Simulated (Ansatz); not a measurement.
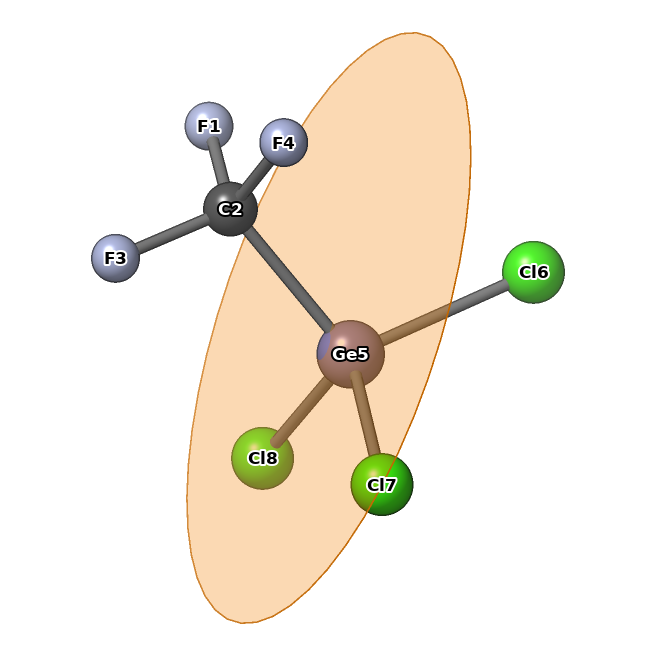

A disc through the centre of mass is drawn in. Atoms fade into the background with distance from the viewer. Computed geometry: PBE-D4/def2-SVP optimisation. No frequency run is at hand to confirm it as a minimum.

### Is the plane of the disc a mirror plane of the structure?

No. The point group is C3v, with 1 C3 axis and 3 mirror planes, and this plane isn't one of its mirror planes.
